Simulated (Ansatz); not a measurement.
# HfH (doublet): B2PLYP over vertical spin and charge gaps, def2-QZVPP

How well do these functionals follow the top wave-function level for HfH (doublet) over vertical spin and charge gaps?

Program: Ansatz 0.2.0, Gaussian basis. Level of theory: def2-QZVPP, all electrons in the functionals, frozen cores in the correlation of double hybrids and RPA. These are calculated values, not measurements.

Plan: B2PLYP, at charge 0, doublet; charge 0, quartet; charge 1, singlet; charge 1, triplet.

2 further runs of the same task are left out: 2 set aside as unsound or not needed.

### 1 The geometry

The geometry is a PBE0/def2-TZVP stationary point (not a proven minimum). No spin-orbit coupling is included. Elements past krypton take def2 core potentials.

2 atoms, charge 0, spin multiplicity 2.

Atoms are counted from 1 here; the program's logs count them from 0.

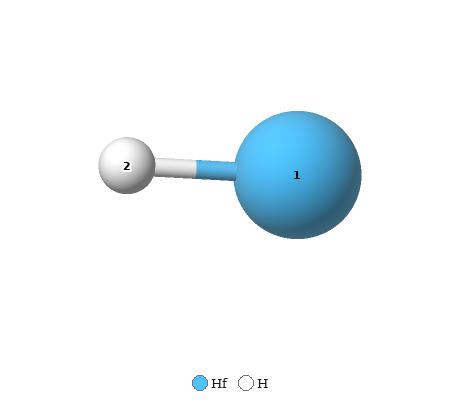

The geometry (hafnium blue, hydrogen white); atoms are numbered from 1 in the order of the file.

Geometry (Å):

```xyz
2

Hf    0.0000    0.0000    0.0000
H     0.0000    0.0000    1.8316
```

No dispersion term is added.

The geometry shown and the zero of energy belong to the point charge 0, doublet. The yardstick, UCCSD(T), and other wave-function levels (R restricted, U unrestricted, valence and pair active spaces) come from earlier runs.

### 2 B2PLYP, charge 0, doublet

File in.yaml:

```yaml
crystal:
  periodic: [false, false, false]
  atoms:
    - {symbol: Hf, position_ang: [0.000000, 0.000000, 0.000000]}
    - {symbol: H, position_ang: [0.000000, 0.000000, 1.831618]}
basis:
  gaussian: {orbitals: "def2-QZVPP.json"}
magnetization: {spin_polarized: true, initial_magnetization: 1}
hamiltonian: {xc: {name: B2PLYP}}
correlation: {electrons: outside_noble_gas}
```

Run with:

```console
> ansatz run in.yaml --threads 2 --pin off --events-out ev --progress --plain --max-ram 24576MiB --backend cuda --devices 0, --max-vram 18GiB
```

The log of the run:

```text
Functional definition: B2PLYP
  name "B2PLYP"
  cite "Grimme, J. Chem. Phys. 124, 034108 (2006) doi:10.1063/1.2148954"
  cite "Becke, Phys. Rev. A 38, 3098 (1988) doi:10.1103/PhysRevA.38.3098"
  cite "Lee, Yang & Parr, Phys. Rev. B 37, 785 (1988) doi:10.1103/PhysRevB.37.785"
  parameter a = 0.53
  parameter c = 0.27
  exchange = (1 - a)*b88_x + a*exact_x
  correlation = (1 - c)*lyp_c + c*(mp2_os + mp2_ss)
670 factors; integrals over basis functions are off by at most 8.5e-4 eV
mean field evaluation 1: about -1311.9976 eV, gradient 1.1e1 eV
mean field evaluation 2: about -1311.9973 eV, gradient 1.1e1 eV
mean field evaluation 4: about -1313.1131 eV, gradient 1.1e0 eV
mean field evaluation 8: about -1313.1631 eV, gradient 2.7e-1 eV
mean field evaluation 16: about -1313.2159 eV, gradient 6.3e-2 eV
mean field evaluation 32: about -1313.2160 eV, gradient 1.4e-5 eV
mean field evaluation 64: about -1313.3505 eV, gradient 2.8e-6 eV
mean field evaluation 96: about -1313.3404 eV, gradient 3.0e-1 eV
mean field evaluation 128: about -1313.3490 eV, gradient 2.0e-1 eV
mean field -1313.35046940 eV, -48.2647395295 hartree, gradient 8.3e-7 eV, S^2 0.843797; 7 other end points of the search recorded, 0 dependent functions left out
4 core orbitals not correlated: weight in the atoms' cores, before any rotation towards them, 0.999 or more for the frozen orbitals, at most 0.000 for the correlated occupied ones
reference -1313.35058322 eV, -48.2647437122 hartree; 3, 2 occupied and 104, 105 virtual orbitals, 670 factors
second order -2.67278420 eV of doubles, -0.00000000 eV of singles
Total energy: -1314.07223495 eV, -48.2912639243 hartree
```

Wall time 8.5 s (1 × H100 (card shared with other runs) with 2 threads of AMD EPYC 7R13, shared host); peak host memory 0.79 GiB.

From the report: ⟨S²⟩ of the determinant 0.844 (pure doublet: 0.75).

### 3 B2PLYP, charge 0, quartet

Edit in.yaml of step 2 so:

```diff
@@ -7,3 +7,3 @@
   gaussian: {orbitals: "def2-QZVPP.json"}
-magnetization: {spin_polarized: true, initial_magnetization: 1}
+magnetization: {spin_polarized: true, initial_magnetization: 3}
 hamiltonian: {xc: {name: B2PLYP}}
```

Same command.

The log of the run, cut to the lines that bear on the results:

```text
Functional definition: B2PLYP
  name "B2PLYP"
  cite "Grimme, J. Chem. Phys. 124, 034108 (2006) doi:10.1063/1.2148954"
  cite "Becke, Phys. Rev. A 38, 3098 (1988) doi:10.1103/PhysRevA.38.3098"
  cite "Lee, Yang & Parr, Phys. Rev. B 37, 785 (1988) doi:10.1103/PhysRevB.37.785"
[...]
670 factors; integrals over basis functions are off by at most 8.5e-4 eV
[...]
mean field -1312.88498021 eV, -48.2476331174 hartree, gradient 4.7e-6 eV, S^2 3.753256; 8 other end points of the search recorded, 0 dependent functions left out
4 core orbitals not correlated: weight in the atoms' cores, before any rotation towards them, 0.999 or more for the frozen orbitals, at most 0.000 for the correlated occupied ones
reference -1312.88509355 eV, -48.2476372825 hartree; 4, 1 occupied and 103, 106 virtual orbitals, 670 factors
second order -1.95331292 eV of doubles, -0.00000000 eV of singles
Total energy: -1313.41248804 eV, -48.2670186724 hartree
```

Run time: 6 s. Hardware: 1 × H100 (card shared with other runs) with 2 threads of AMD EPYC 7R13, shared host; peak host memory 0.79 GiB.

From the report: ⟨S²⟩ of the determinant 3.753 (pure quartet: 3.75).

From charge 0, doublet: +15.2 kcal/mol.

### 4 B2PLYP, charge 1, singlet

Edit in.yaml of step 3 so:

```diff
@@ -7,3 +7,4 @@
   gaussian: {orbitals: "def2-QZVPP.json"}
-magnetization: {spin_polarized: true, initial_magnetization: 3}
+total_charge: 1
+magnetization: {spin_polarized: true, initial_magnetization: 0}
 hamiltonian: {xc: {name: B2PLYP}}
```

The command is unchanged.

The log of the run, cut to the lines that bear on the results:

```text
Functional definition: B2PLYP
  name "B2PLYP"
  cite "Grimme, J. Chem. Phys. 124, 034108 (2006) doi:10.1063/1.2148954"
  cite "Becke, Phys. Rev. A 38, 3098 (1988) doi:10.1103/PhysRevA.38.3098"
  cite "Lee, Yang & Parr, Phys. Rev. B 37, 785 (1988) doi:10.1103/PhysRevB.37.785"
[...]
670 factors; integrals over basis functions are off by at most 8.5e-4 eV
[...]
mean field -1307.00620246 eV, -48.0315920196 hartree, gradient 2.0e-6 eV, S^2 0.830800; 11 other end points of the search recorded, 0 dependent functions left out
4 core orbitals not correlated: weight in the atoms' cores, before any rotation towards them, 0.999 or more for the frozen orbitals, at most 0.000 for the correlated occupied ones
reference -1307.00631512 eV, -48.0315961600 hartree; 2, 2 occupied and 105, 105 virtual orbitals, 670 factors
second order -1.76877617 eV of doubles, -0.00000000 eV of singles
Total energy: -1307.48388469 eV, -48.0491465178 hartree
```

Run time: 4.3 s. Hardware: 1 × H100 (card shared with other runs) with 2 threads of AMD EPYC 7R13, shared host; peak host memory 0.79 GiB.

From the report: ⟨S²⟩ of the determinant 0.831 (pure singlet: 0.00). The determinant is far from a pure spin state, so its energy mixes those of several spin states (harmless only where they are near-degenerate, as at dissociation).

From charge 0, doublet: +151.9 kcal/mol.

### 5 B2PLYP, charge 1, triplet

Edit in.yaml of step 4 so:

```diff
@@ -8,3 +8,3 @@
 total_charge: 1
-magnetization: {spin_polarized: true, initial_magnetization: 0}
+magnetization: {spin_polarized: true, initial_magnetization: 2}
 hamiltonian: {xc: {name: B2PLYP}}
```

Same command.

The log of the run, cut to the lines that bear on the results:

```text
Functional definition: B2PLYP
  name "B2PLYP"
  cite "Grimme, J. Chem. Phys. 124, 034108 (2006) doi:10.1063/1.2148954"
  cite "Becke, Phys. Rev. A 38, 3098 (1988) doi:10.1103/PhysRevA.38.3098"
  cite "Lee, Yang & Parr, Phys. Rev. B 37, 785 (1988) doi:10.1103/PhysRevB.37.785"
[...]
670 factors; integrals over basis functions are off by at most 8.5e-4 eV
[...]
mean field -1307.00474933 eV, -48.0315386183 hartree, gradient 3.8e-6 eV, S^2 2.002829; 8 other end points of the search recorded, 0 dependent functions left out
4 core orbitals not correlated: weight in the atoms' cores, before any rotation towards them, 0.999 or more for the frozen orbitals, at most 0.000 for the correlated occupied ones
reference -1307.00486366 eV, -48.0315428197 hartree; 3, 1 occupied and 104, 106 virtual orbitals, 670 factors
second order -1.54495650 eV of doubles, -0.00000000 eV of singles
Total energy: -1307.42200191 eV, -48.0468723678 hartree
```

Wall time 3.8 s (1 × H100 (card shared with other runs) with 2 threads of AMD EPYC 7R13, shared host); peak host memory 0.79 GiB.

From the report: ⟨S²⟩ of the determinant 2.003 (pure triplet: 2.00).

From charge 0, doublet: +153.4 kcal/mol.

### 6 The comparison

No level is safe as a reference over these points; UCCSD(T) serves as a yardstick only. It comes from earlier runs at the same points. Energies in kcal/mol, counted from charge 0, doublet; blanks weren't run or aren't comparable.

| level | doublet to quartet | ionisation to the singlet cation | ionisation to the triplet cation |
| --- | --- | --- | --- |
| UCCSD(T) | 19.3 |  | 156.0 |
| B2PLYP | 15.2 | 151.9 | 153.4 |

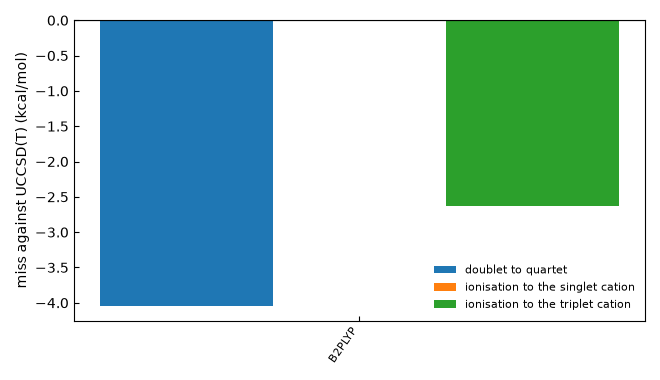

Misses of the gaps against UCCSD(T).

Largest miss and mean time a point (UCCSD(T) took 21 s a point; shared hosts):

| level | largest miss (kcal/mol) | where | time a point |
| --- | --- | --- | --- |
| B2PLYP | -4.0 | doublet to quartet | 5.6 s |

### 7 Results

| quantity | value |
| --- | --- |
| doublet to quartet, UCCSD(T) | 19.3 kcal/mol |
| ionisation to the triplet cation, UCCSD(T) | 156.0 kcal/mol |
| largest miss, B2PLYP | -4.0 kcal/mol (doublet to quartet) |

**Reading.** Misses are known at 2 of 3 points at best, and only functionals with that many are ranked. B2PLYP strays by up to 4.0 kcal/mol, at doublet to quartet. B2PLYP clearly breaks the spin symmetry at some points (⟨S²⟩ up to 0.83 above the pure value), so energy there is bought with a mixed spin. Functionals and the yardstick converge differently with the basis, so part of each miss in def2-QZVPP is the basis. The yardstick itself may be off where one determinant is a poor start.
